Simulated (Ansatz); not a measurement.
# AlH4+ (singlet): the correlation ladder at distance Al1–H5 = 1.749 Å, cc-pVDZ

How much of the correlation energy of AlH4+ (singlet) does each wave-function method recover here?

Program: Ansatz 0.2.0, Gaussian basis. Level of theory: cc-pVDZ, core rule «outside noble gas», up to 5 orbitals frozen. These are calculated values, not measurements.

The runs, in order: UHF; CCSD(T) on RHF; BCCD(T) on RHF; CISD; CCSDT(Q) on RHF; CASSCF and MRCISD+Q, 2 electrons in 2 orbitals; CASSCF and NEVPT2, 2 electrons in 2 orbitals; Full CI.

47 further runs of the same task are left out: 33 for a known fault of the program, 9 that didn't finish, 5 set aside as unsound or not needed.

## Step 1: The geometry

The geometry derives from a PBE0/def2-TZVP stationary point (not a proven minimum). One bond is set to the value named and the two fragments are kept rigid.

5 atoms, charge 1, spin multiplicity 1.

Atoms are counted from 1 here; the program's logs count them from 0.

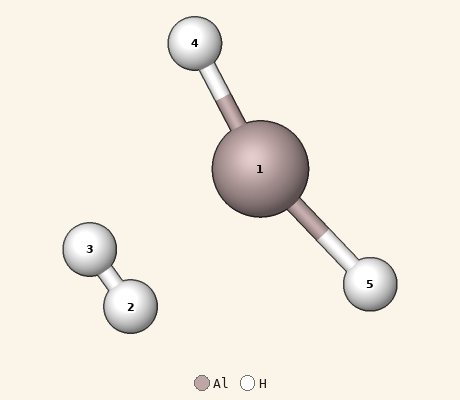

The structure; aluminium light grey, hydrogen white; atoms are numbered from 1 in the order of the file.

In the tables R marks a restricted determinant and U an unrestricted one; 'pair' is the active space of 2 electrons in 2 orbitals; energies count from the table's Hartree-Fock row.

## Step 2: UHF

in.yaml reads:

```yaml
crystal:
  periodic: [false, false, false]
  atoms:
    - {symbol: Al, position_ang: [0.000000, 0.006338, -0.117728]}
    - {symbol: H, position_ang: [0.000000, -0.378455, 1.923322]}
    - {symbol: H, position_ang: [0.000000, 0.391131, 1.923322]}
    - {symbol: H, position_ang: [-0.000002, 1.543273, -0.333879]}
    - {symbol: H, position_ang: [0.000002, -1.725617, -0.361307]}
basis:
  gaussian: {orbitals: cc-pVDZ}
total_charge: 1
magnetization: {spin_polarized: true, initial_magnetization: 0}
hamiltonian: {xc: hf}
output: {orbitals: {seedname: orbitals}}
```

On the command line:

```
ansatz run in.yaml --threads 1 --pin off --events-out ev --progress --plain --max-ram 2393MiB
```

Standard output:

```text
Functional definition: HF
  name "HF"
  cite "Fock, Z. Phys. 61, 126 (1930) doi:10.1007/BF01340294"
  parent pbe
  exchange = exact_x
  correlation = 0
350 factors; integrals over basis functions are off by at most 1.6e-3 eV
mean field evaluation 1: about -6636.6003 eV, gradient 5.9e0 eV
mean field evaluation 2: about -6636.6006 eV, gradient 5.9e0 eV
mean field evaluation 4: about -6637.0508 eV, gradient 1.4e-1 eV
mean field evaluation 8: about -6637.0512 eV, gradient 1.3e-5 eV
mean field -6637.05115384 eV, -243.9071311488 hartree, gradient 1.3e-5 eV, S^2 0.000000; 0 other end points of the search recorded, 0 dependent functions left out
reference -6637.05115384 eV, -243.9071311488 hartree; 8, 8 occupied and 30, 30 virtual orbitals, 350 factors
Total energy: -6637.05115384 eV, -243.9071311488 hartree
```

Wall time 0.66 s (1 thread of Arm Neoverse V2, shared host).

From the report: ⟨S²⟩ of the determinant 0.000 (pure singlet: 0.00).

The unrestricted search falls back on the restricted solution.

## Step 3: CCSD(T) on RHF

in.yaml: that of step 2 with these lines changed.

```diff
@@ -11,4 +11,4 @@
 total_charge: 1
-magnetization: {spin_polarized: true, initial_magnetization: 0}
-hamiltonian: {xc: hf}
-output: {orbitals: {seedname: orbitals}}
+magnetization: {spin_polarized: false}
+correlation: {method: ccsd_t, electrons: outside_noble_gas}
+output: {forces: true}
```

Launched as before.

Standard output, shortened:

```text
Functional definition: HF
  name "HF"
  cite "Fock, Z. Phys. 61, 126 (1930) doi:10.1007/BF01340294"
  parent pbe
[...]
350 factors; integrals over basis functions are off by at most 1.6e-3 eV
[...]
mean field -6637.05115384 eV, -243.9071311488 hartree, gradient 1.6e-6 eV, S^2 0.000000; 0 other end points of the search recorded, 0 dependent functions left out
5 core orbitals not correlated: weight in the atoms' cores, before any rotation towards them, 1.000 or more for the frozen orbitals, at most 0.000 for the correlated occupied ones
reference -6637.05115384 eV, -243.9071311488 hartree; 3, 3 occupied and 30, 30 virtual orbitals, 350 factors
second order -2.18648920 eV of doubles, -0.00000000 eV of singles
cycle   1  -2.68287361 eV  change   -5.0e-1 eV  update   5.4e-2
[...]
cycle   9  -2.89997344 eV  change    4.5e-6 eV  update   3.1e-6
perturbative correction -0.02774127 eV, -0.0010194728 hartree
[...]
Total energy: -6639.97886855 eV, -244.0147226798 hartree
Atom 0 at     0.000000     0.006338    -0.117728 Å, force     0.000002    -2.065860    -0.394678 eV/Å
Atom 1 at     0.000000    -0.378455     1.923322 Å, force     0.000000    -0.231298     0.070778 eV/Å
Atom 2 at     0.000000     0.391131     1.923322 Å, force    -0.000000     0.234700     0.088396 eV/Å
Atom 3 at    -0.000002     1.543273    -0.333879 Å, force    -0.000000     0.042320    -0.028500 eV/Å
Atom 4 at     0.000002    -1.725617    -0.361307 Å, force    -0.000002     2.020138     0.264004 eV/Å
Dipole moment:    -0.000000     0.011904     0.218789 e Å
```

Run time: 0.42 s. Hardware: 1 thread of Arm Neoverse V2, shared host.

From the report: correlation -2.9277 eV; T1 0.010; largest double amplitude 0.05.

## Step 4: BCCD(T) on RHF

in.yaml: that of step 3 with these lines changed.

```diff
@@ -12,3 +12,2 @@
 magnetization: {spin_polarized: false}
-correlation: {method: ccsd_t, electrons: outside_noble_gas}
-output: {forces: true}
+correlation: {method: bccd_t, electrons: outside_noble_gas}
```

The command is unchanged.

Standard output, shortened:

```text
Functional definition: HF
  name "HF"
  cite "Fock, Z. Phys. 61, 126 (1930) doi:10.1007/BF01340294"
  parent pbe
[...]
350 factors; integrals over basis functions are off by at most 1.6e-3 eV
[...]
mean field -6637.05115384 eV, -243.9071311488 hartree, gradient 1.6e-6 eV, S^2 0.000000; 0 other end points of the search recorded, 0 dependent functions left out
5 core orbitals not correlated: weight in the atoms' cores, before any rotation towards them, 1.000 or more for the frozen orbitals, at most 0.000 for the correlated occupied ones
reference -6637.05115384 eV, -243.9071311488 hartree; 3, 3 occupied and 30, 30 virtual orbitals, 350 factors
second order -2.18648920 eV of doubles, -0.00000000 eV of singles
cycle   1  -2.68695544 eV  change   -5.0e-1 eV  update   5.4e-2
[...]
cycle   9  -2.89966235 eV  change    5.3e-6 eV  update   3.1e-6
perturbative correction -0.02839054 eV, -0.0010433330 hartree
Total energy: -6639.97920672 eV, -244.0147351075 hartree
```

Wall time 0.27 s (1 thread of Arm Neoverse V2, shared host).

From the report: correlation -2.9281 eV; largest double amplitude 0.06.

## Step 5: CISD

in.yaml: that of step 4 with these lines changed.

```diff
@@ -11,3 +11,2 @@
 total_charge: 1
-magnetization: {spin_polarized: false}
-correlation: {method: bccd_t, electrons: outside_noble_gas}
+correlation: {active_space: {ras: {orbitals: [3, 0, 30], electrons: 6, max_holes: 2, max_particles: 2}, fixed_orbitals: true}}
```

The command is unchanged.

Standard output:

```text
Functional definition: HF
  name "HF"
  cite "Fock, Z. Phys. 61, 126 (1930) doi:10.1007/BF01340294"
  parent pbe
  exchange = exact_x
  correlation = 0
350 factors; integrals over basis functions are off by at most 1.6e-3 eV
mean field evaluation 1: about -6636.6003 eV, gradient 8.3e0 eV
mean field evaluation 2: about -6636.6006 eV, gradient 8.3e0 eV
mean field evaluation 4: about -6637.0508 eV, gradient 1.9e-1 eV
mean field evaluation 8: about -6637.0512 eV, gradient 2.3e-4 eV
mean field -6637.05115384 eV, -243.9071311488 hartree, gradient 1.6e-6 eV, S^2 0.000000; 0 other end points of the search recorded, 0 dependent functions left out
reference -6637.05115384 eV, -243.9071311488 hartree; 8, 8 occupied and 30, 30 virtual orbitals, 350 factors
state -6639.83995296 eV, -244.0096176261 hartree
Total energy: -6639.83995296 eV, -244.0096176261 hartree
```

Run time: 0.36 s. Hardware: 1 thread of Arm Neoverse V2, shared host.

From the report: 6,619 determinants.

## Step 6: CCSDT(Q) on RHF

in.yaml: that of step 5 with these lines changed.

```diff
@@ -11,2 +11,3 @@
 total_charge: 1
-correlation: {active_space: {ras: {orbitals: [3, 0, 30], electrons: 6, max_holes: 2, max_particles: 2}, fixed_orbitals: true}}
+magnetization: {spin_polarized: false}
+correlation: {method: ccsdt_q, electrons: outside_noble_gas}
```

Launched as before.

Standard output, shortened:

```text
Functional definition: HF
  name "HF"
  cite "Fock, Z. Phys. 61, 126 (1930) doi:10.1007/BF01340294"
  parent pbe
[...]
699 factors; integrals over basis functions are off by at most 2.2e-7 eV
[...]
mean field -6637.05116738 eV, -243.9071316465 hartree, gradient 1.7e-6 eV, S^2 0.000000; 0 other end points of the search recorded, 0 dependent functions left out
5 core orbitals not correlated: weight in the atoms' cores, before any rotation towards them, 1.000 or more for the frozen orbitals, at most 0.000 for the correlated occupied ones
reference -6637.05116738 eV, -243.9071316465 hartree; 3, 3 occupied and 30, 30 virtual orbitals, 699 factors
second order -2.18654368 eV of doubles, -0.00000000 eV of singles
cycle   1  -2.68287639 eV  change   -5.0e-1 eV  update   5.6e-2
[...]
cycle  12  -2.93747858 eV  change   -1.6e-7 eV  update   2.9e-7
perturbative correction -0.00086184 eV, -0.0000316722 hartree
Total energy: -6639.98950780 eV, -244.0151136653 hartree
```

Run time: 1.1 s. Hardware: 1 thread of Arm Neoverse V2, shared host.

From the report: correlation -2.9383 eV; T1 0.011; largest double amplitude 0.06.

## Step 7: CASSCF and MRCISD+Q, 2 electrons in 2 orbitals

in.yaml: that of step 6 with these lines changed.

```diff
@@ -11,3 +11,2 @@
 total_charge: 1
-magnetization: {spin_polarized: false}
-correlation: {method: ccsdt_q, electrons: outside_noble_gas}
+correlation: {method: fic_mrcisd_q, electrons: outside_noble_gas, active_space: {window: {electrons: 2, orbitals: 2}}}
```

The command is unchanged.

Standard output, shortened:

```text
Functional definition: HF
  name "HF"
  cite "Fock, Z. Phys. 61, 126 (1930) doi:10.1007/BF01340294"
  parent pbe
[...]
350 factors; integrals over basis functions are off by at most 1.6e-3 eV
[...]
mean field -6637.05115384 eV, -243.9071311488 hartree, gradient 1.6e-6 eV, S^2 0.000000; 0 other end points of the search recorded, 0 dependent functions left out
reference -6637.05115384 eV, -243.9071311488 hartree; 8, 8 occupied and 30, 30 virtual orbitals, 350 factors
state -6637.56645860 eV, -243.9260682495 hartree
contracted CI cycle   1: correlation 0.00000000 eV, 0.0000000000 hartree, residual 1.17e1 eV
contracted CI cycle   2: correlation -2.25219340 eV, -0.0827665809 hartree, residual 2.03e0 eV
contracted CI cycle   3: correlation -2.32136199 eV, -0.0853084795 hartree, residual 4.95e-1 eV
contracted CI cycle   4: correlation -2.32697245 eV, -0.0855146602 hartree, residual 1.96e-1 eV
contracted CI cycle   5: correlation -2.32782589 eV, -0.0855460236 hartree, residual 7.49e-2 eV
contracted CI cycle   6: correlation -2.32794994 eV, -0.0855505822 hartree, residual 2.87e-2 eV
contracted CI cycle   7: correlation -2.32796556 eV, -0.0855511564 hartree, residual 1.02e-2 eV
contracted CI cycle   8: correlation -2.32796759 eV, -0.0855512310 hartree, residual 3.40e-3 eV
contracted CI cycle   9: correlation -2.32796781 eV, -0.0855512391 hartree, residual 1.03e-3 eV
state -6637.56645860 eV, -243.9260682495 hartree; corrected -6640.01502018 eV, -244.0160512278 hartree
Total energy: -6640.01502018 eV, -244.0160512278 hartree
```

Wall time 0.45 s (1 thread of Arm Neoverse V2, shared host).

From the report: 4 determinants; active occupations 1.96, 0.04.

## Step 8: CASSCF and NEVPT2, 2 electrons in 2 orbitals

in.yaml: that of step 7 with these lines changed.

```diff
@@ -11,2 +11,2 @@
 total_charge: 1
-correlation: {method: fic_mrcisd_q, electrons: outside_noble_gas, active_space: {window: {electrons: 2, orbitals: 2}}}
+correlation: {method: sc_nevpt2, electrons: outside_noble_gas, active_space: {window: {electrons: 2, orbitals: 2}}}
```

The command is unchanged.

Standard output:

```text
Functional definition: HF
  name "HF"
  cite "Fock, Z. Phys. 61, 126 (1930) doi:10.1007/BF01340294"
  parent pbe
  exchange = exact_x
  correlation = 0
350 factors; integrals over basis functions are off by at most 1.6e-3 eV
mean field evaluation 1: about -6636.6003 eV, gradient 8.3e0 eV
mean field evaluation 2: about -6636.6006 eV, gradient 8.3e0 eV
mean field evaluation 4: about -6637.0508 eV, gradient 1.9e-1 eV
mean field evaluation 8: about -6637.0512 eV, gradient 2.3e-4 eV
mean field -6637.05115384 eV, -243.9071311488 hartree, gradient 1.6e-6 eV, S^2 0.000000; 0 other end points of the search recorded, 0 dependent functions left out
reference -6637.05115384 eV, -243.9071311488 hartree; 8, 8 occupied and 30, 30 virtual orbitals, 350 factors
state -6637.56645860 eV, -243.9260682495 hartree
state -6637.56645860 eV, -243.9260682495 hartree; corrected -6639.30590141 eV, -243.9899915937 hartree
Total energy: -6639.30590141 eV, -243.9899915937 hartree
```

It took 0.33 s on 1 thread of Arm Neoverse V2, shared host.

From the report: 4 determinants; active occupations 1.96, 0.04.

## Step 9: Full CI

in.yaml: that of step 8 with these lines changed.

```diff
@@ -11,2 +11,2 @@
 total_charge: 1
-correlation: {method: sc_nevpt2, electrons: outside_noble_gas, active_space: {window: {electrons: 2, orbitals: 2}}}
+correlation: {method: fci, electrons: outside_noble_gas}
```

Launched as before.

Standard output:

```text
Functional definition: HF
  name "HF"
  cite "Fock, Z. Phys. 61, 126 (1930) doi:10.1007/BF01340294"
  parent pbe
  exchange = exact_x
  correlation = 0
699 factors; integrals over basis functions are off by at most 2.2e-7 eV
mean field evaluation 1: about -6636.6003 eV, gradient 8.3e0 eV
mean field evaluation 2: about -6636.6006 eV, gradient 8.3e0 eV
mean field evaluation 4: about -6637.0509 eV, gradient 1.9e-1 eV
mean field evaluation 8: about -6637.0512 eV, gradient 2.3e-4 eV
mean field -6637.05116738 eV, -243.9071316465 hartree, gradient 1.7e-6 eV, S^2 0.000000; 0 other end points of the search recorded, 0 dependent functions left out
5 core orbitals not correlated: weight in the atoms' cores, before any rotation towards them, 1.000 or more for the frozen orbitals, at most 0.000 for the correlated occupied ones
reference -6637.05116738 eV, -243.9071316465 hartree; 3, 3 occupied and 30, 30 virtual orbitals, 699 factors
state -6639.98983459 eV, -244.0151256743 hartree
Total energy: -6639.98983459 eV, -244.0151256743 hartree
```

Run time: 44 s. Hardware: 1 thread of Arm Neoverse V2, shared host; peak memory 1.2 GiB.

From the report: 15,031,936 determinants, symmetry A'.

## Step 10: Natural occupations

Natural occupations of the FCI state about the gap (report; correlated orbitals 1 to 10): 1.964, 1.952, 1.937, 0.046, 0.023, 0.014, 0.013, 0.011, 0.007, 0.007. The count of effectively unpaired electrons, Σ n²(2 − n)², is 0.04; a single determinant of this spin has 0.

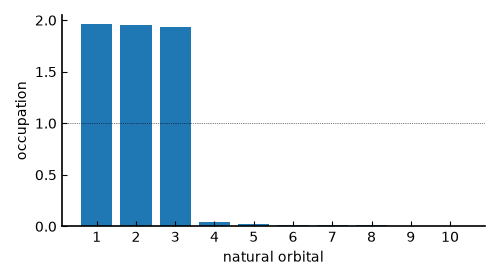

Natural occupations of the FCI state.

## Step 11: Misses and costs

The yardstick is full CI for this spin, exact in this basis with these frozen cores. Rows without a time come out of other runs: HF, MP2 and CCSD of CCSD(T), CCSDT of CCSDT(Q), CASSCF and MRCISD of the multireference runs. The times of RCCSD(T) include forces.

Differences are taken before rounding.

| method | energy from the lowest RHF (meV) | from FCI (meV) | time |
| --- | --- | --- | --- |
| RHF | 0.0 | +2938.7 |  |
| RMP2 | -2186.5 | +752.2 |  |
| CISD | -2788.8 | +149.9 | 0.36 s |
| RCCSD | -2900.0 | +38.7 |  |
| RCCSD(T) | -2927.7 | +11.0 | 0.42 s |
| BCCD(T) | -2928.1 | +10.6 | 0.27 s |
| RCCSDT | -2937.5 | +1.2 |  |
| RCCSDT(Q) | -2938.4 | +0.3 | 1.1 s |
| CASSCF pair | -515.3 | +2423.4 |  |
| NEVPT2 pair | -2254.7 | +683.9 | 0.33 s |
| MRCISD pair | -2843.3 | +95.4 |  |
| MRCISD+Q pair | -2963.9 | -25.2 | 0.45 s |
| FCI | -2938.7 | 0 | 44 s |

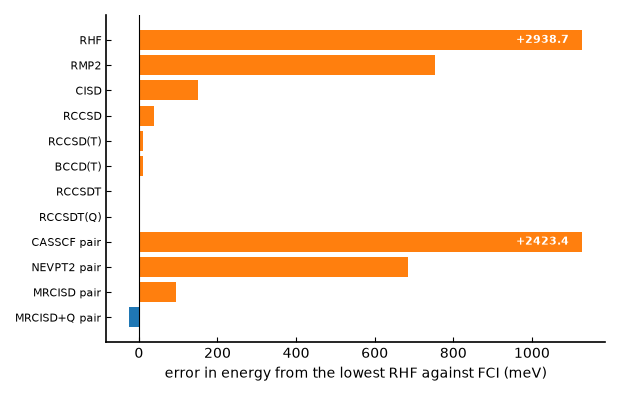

Deviations from FCI, method by method. Bars with a number in them are cut short.

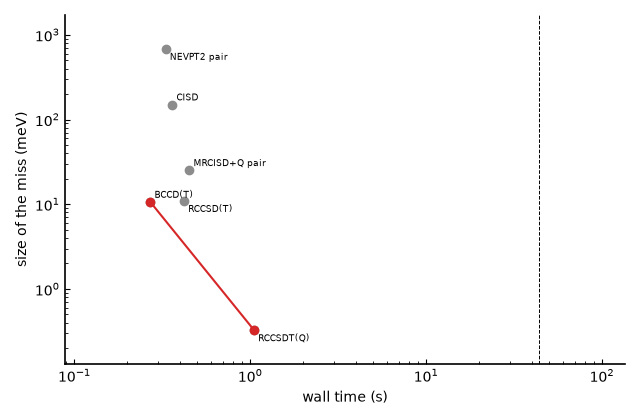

Miss against cost. Red marks the levels that no quicker level drawn beats (of those quicker than the yardstick), and the dashed line is the time of FCI. Times are from a shared host. Runs this short are mostly start-up, so their order is noise.

## Step 12: Outcome

```
                         quantity                                                       value
         FCI below the RHF energy                                                  -2.9387 eV
                    RMP2 from FCI                                                  +752.2 meV
                   RCCSD from FCI                                                   +38.7 meV
                RCCSD(T) from FCI                                                   +11.0 meV
               RCCSDT(Q) from FCI                                                    +0.3 meV
             NEVPT2 pair from FCI                                                  +683.9 meV
           MRCISD+Q pair from FCI                                                   -25.2 meV
levels within 1 kcal/mol (43 meV)  RCCSD, RCCSD(T), BCCD(T), RCCSDT, RCCSDT(Q), MRCISD+Q pair
                    T1 diagnostic                                                       0.010
   effectively unpaired electrons                                                        0.04
```

RCCSD(T) lands +11.0 meV from the yardstick (0.4 % of the correlation energy). MRCISD+Q pair falls below full CI: the +Q correction isn't variational, and the cores differ from full CI's. One determinant dominates. Of the multireference levels listed MRCISD+Q pair comes nearest in total energy (-25.2 meV), which doesn't show that its space is the better one. These misses are within one basis, not against nature.
